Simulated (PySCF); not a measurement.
# CH3B (SMILES B[CH]) at U-wB97X-V/STO-3G

What is the energy change on altering one bond length of CH3B at U-wB97X-V/STO-3G? Input form: a Python script.

Program for the calculation: PySCF 2.14.0.

8 further runs of the same task are left out: 8 set aside as unsound or not needed.

**1. The system as given**

CH3B: 5 atoms, total charge 0, spin state triplet. As SMILES, `B[CH]`. The coordinates come from a GFN2-xTB relaxation.

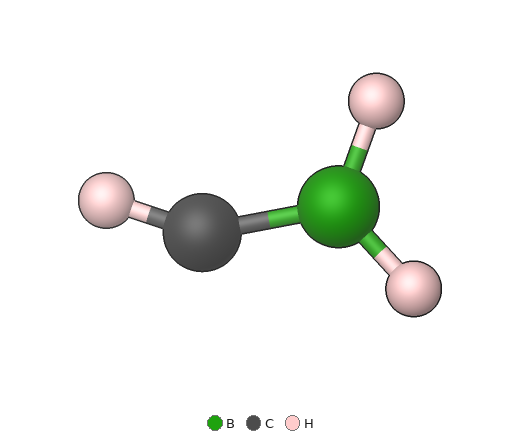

The structure, seen from a chosen angle (boron green, carbon dark grey, hydrogen pink).

**2. A single-point energy at U-wB97X-V/STO-3G**

Contents of geometry.xyz:

```xyz
5

B     -0.352450    -0.401400    -0.071360
C      0.507540     0.779550    -0.141970
H     -0.308550    -1.118250     0.866820
H     -1.104620    -0.672740    -0.931370
H      1.258080     1.412850     0.277880
```

Contents of job.py:

```python
# B[CH]
from pyscf import gto, dft

mol = gto.Mole()
mol.atom = 'geometry.xyz'
mol.max_memory = 1860
mol.verbose = 4
mol.spin = 2
mol.basis = 'sto-3g'
mol.build()

myscf = dft.UKS(mol, xc='wb97x-v')
myscf.grids.level = 5
myscf.conv_tol = 1e-10
myscf.nlcgrids.level = 1
myscf.kernel()
if not myscf.converged:
    myscf = myscf.newton().run(myscf.mo_coeff, myscf.mo_occ)

e_final = myscf.e_tot
print('E = %.10f Eh' % e_final)
```

The run is started by

```sh
$ OMP_NUM_THREADS=1 python job.py
```

Output:

```text
PySCF version 2.14.0

[INPUT] num. atoms = 5
[INPUT] num. electrons = 14
[INPUT] charge = 0
[INPUT] spin (= nelec alpha-beta = 2S) = 2
[INPUT] symmetry False subgroup None
[INPUT] Mole.unit = angstrom
[INPUT] Symbol           X                Y                Z      unit          X                Y                Z       unit  Magmom
[INPUT]  1 B     -0.352450000000  -0.401400000000  -0.071360000000 AA   -0.666033972603  -0.758536066400  -0.134850856249 Bohr   0.0
[INPUT]  2 C      0.507540000000   0.779550000000  -0.141970000000 AA    0.959111597262   1.473136000405  -0.268284417905 Bohr   0.0
[INPUT]  3 H     -0.308550000000  -1.118250000000   0.866820000000 AA   -0.583074995735  -2.113186238795   1.638052399295 Bohr   0.0
[INPUT]  4 H     -1.104620000000  -0.672740000000  -0.931370000000 AA   -2.087429271717  -1.271294353040  -1.760034220636 Bohr   0.0
[INPUT]  5 H      1.258080000000   1.412850000000   0.277880000000 AA    2.377426642793   2.669899555092   0.525117095494 Bohr   0.0

nuclear repulsion = 22.7488484644956
number of shells = 9
number of NR pGTOs = 39
number of NR cGTOs = 13
basis = sto-3g
ecp = {}

******** <class 'pyscf.dft.uks.UKS'> ********
method = UKS
initial guess = minao
damping factor = 0
level_shift factor = 0
DIIS = <class 'pyscf.scf.diis.CDIIS'>
diis_start_cycle = 1
diis_space = 8
diis_damp = 0
SCF conv_tol = 1e-10
SCF conv_tol_grad = None
SCF max_cycles = 50
direct_scf = True
direct_scf_tol = 1e-13
number electrons alpha = 8  beta = 6
XC library pyscf.dft.libxc version 7.0.0
    S. Lehtola, C. Steigemann, M. J.T. Oliveira, and M. A.L. Marques.,  SoftwareX 7, 1–5 (2018)
XC functionals = wb97x-v
    N. Mardirossian and M. Head-Gordon.,  Phys. Chem. Chem. Phys. 16, 9904-9924 (2014)
radial grids:
    Treutler-Ahlrichs [JCP 102, 346 (1995); DOI:10.1063/1.469408] (M4) radial grids

becke partition: Becke, JCP 88, 2547 (1988); DOI:10.1063/1.454033
pruning grids: <function nwchem_prune>
grids dens level: 5
symmetrized grids: False
atomic radii adjust function: <function treutler_atomic_radii_adjust>
** Following is NLC and NLC Grids **
NLC functional = wb97x-v
radial grids:
    Treutler-Ahlrichs [JCP 102, 346 (1995); DOI:10.1063/1.469408] (M4) radial grids

becke partition: Becke, JCP 88, 2547 (1988); DOI:10.1063/1.454033
pruning grids: <function nwchem_prune>
grids dens level: 1
symmetrized grids: False
atomic radii adjust function: <function treutler_atomic_radii_adjust>
small_rho_cutoff = 0
Set gradient conv threshold to 1e-05
tot grids = 156760
tot grids = 17776
init E= -63.7187605840567
[... the frontier-level lines of each cycle are left out ...]


cycle= 1 E= -63.7666162025111  delta_E= -0.0479  |g|= 0.104  |ddm|=  1.9
cycle= 2 E= -63.7807168060882  delta_E= -0.0141  |g|= 0.0321  |ddm|= 0.219
cycle= 3 E= -63.7828034091941  delta_E= -0.00209  |g|= 0.0108  |ddm|= 0.0915
cycle= 4 E= -63.7830508757769  delta_E= -0.000247  |g|= 0.00389  |ddm|= 0.0297
cycle= 5 E= -63.783097982346  delta_E= -4.71e-05  |g|= 0.00106  |ddm|= 0.0164
cycle= 6 E= -63.7830999572412  delta_E= -1.97e-06  |g|= 0.000184  |ddm|= 0.00346
cycle= 7 E= -63.7831000298187  delta_E= -7.26e-08  |g|= 4.85e-05  |ddm|= 0.000622
cycle= 8 E= -63.7831000340167  delta_E= -4.2e-09  |g|= 9.42e-06  |ddm|= 0.000162
cycle= 9 E= -63.783100034204  delta_E= -1.87e-10  |g|= 2.08e-06  |ddm|= 3.07e-05
cycle= 10 E= -63.7831000342133  delta_E= -9.29e-12  |g|= 3.13e-07  |ddm|= 7.23e-06
Extra cycle  E= -63.7831000342134  delta_E= -1.42e-13  |g|= 1.26e-07  |ddm|= 6.99e-07
converged SCF energy = -63.7831000342134  <S^2> = 2.0047662  2S+1 = 3.0031758
E = -63.7831000342 Eh
```

Run time: 13 s. Hardware: 1 thread of Arm Neoverse V2, shared host; peak memory 0.18 GiB.

**3. The distorted shape, same level**

Contents of mol.xyz:

```xyz
5
CH3B
B      0.249314    -0.184318     0.616680
C      1.109304     0.996632     0.546070
H      0.293214    -0.901168     1.554860
H     -1.104620    -0.672740    -0.931370
H      1.859844     1.629932     0.965920
```

Contents of input.py:

```python
from pyscf import gto, dft

mol = gto.M(
    atom='mol.xyz',
    verbose=3,
    spin=2,
    basis='sto-3g',
    max_memory=1860,
)

mf = dft.UKS(mol, xc='wb97x-v')
mf.grids.level = 5
mf.conv_tol = 1e-10
mf.nlcgrids.level = 1
mf.kernel()
if not mf.converged:
    mf = mf.newton().run(mf.mo_coeff, mf.mo_occ)

etot = mf.e_tot
print('E = %.10f Eh' % etot)
```

The run is started by

```sh
$ OMP_NUM_THREADS=1 python input.py
```

Output:

```text
WARN: HOMO -0.0847192081342 >= LUMO -0.140806526832576

converged SCF energy = -63.6199845332691  <S^2> = 2.2248488  2S+1 = 3.1463304
E = -63.6199845333 Eh
```

Run time: 17 s. Hardware: 1 thread of Arm Neoverse V2, shared host; peak memory 0.18 GiB.

**4. Results**

At U-wB97X-V/STO-3G:

| quantity | value |
| --- | --- |
| first shape: total energy | -63.78310 Eh |
| first shape: dipole moment | 1.14 D |
| first shape: HOMO energy (highest over α and β) | -7.24 eV |
| first shape: LUMO energy (lowest over α and β) | 1.49 eV |
| first shape: ⟨S²⟩ | 2.005 |
| distorted shape: total energy | -63.61998 Eh |
| distorted shape: dipole moment | 1.35 D |
| distorted shape: HOMO energy (highest over α and β) | -7.16 eV |
| distorted shape: LUMO energy (lowest over α and β) | 1.41 eV |
| distorted shape: ⟨S²⟩ | 2.225 |
| energy change with the B1–H4 bond stretched from 1.174 to 2.114 Å | 4.439 eV |

What this shows: With the B1–H4 bond stretched from 1.174 to 2.114 Å the energy rises by 4.44 eV (428 kJ/mol). The first shape isn't relaxed at this level, so the change isn't measured from a minimum. The minimal basis adds a large error of its own. ⟨S²⟩ (distorted shape) is 2.22 where a pure triplet has 2.00: the reference is spin-contaminated. Mulliken charges (distorted shape) run from -0.12 on C2 to +0.14 on B1.
